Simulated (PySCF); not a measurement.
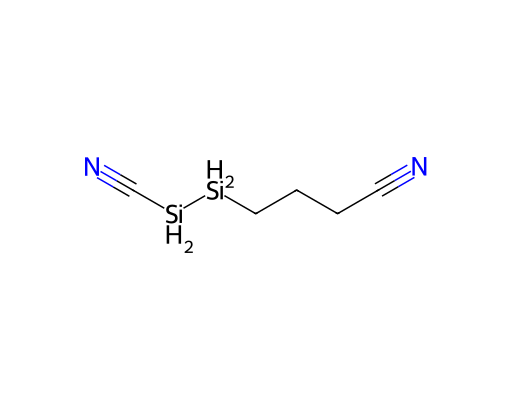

The computed structure is the end point of a GFN2-xTB optimisation. No frequency run is at hand to confirm it as a minimum. Properties computed with PBE0/pcSseg-1, gas phase (PySCF 2.14.0).

What does the calculation give?

The species is C5H10N2Si2 (`N#CCCC[SiH2][SiH2]C#N`).
- dipole moment: 4.26 D
- HOMO energy (Kohn–Sham orbital): −8.90 eV
- LUMO energy (Kohn–Sham orbital): −0.82 eV
- HOMO–LUMO gap: 8.08 eV

The geometry is semi-empirical. Around Si such bond lengths and angles can be off by a tenth of an ångström or more and by several degrees, and values that hang on the shape move with them.
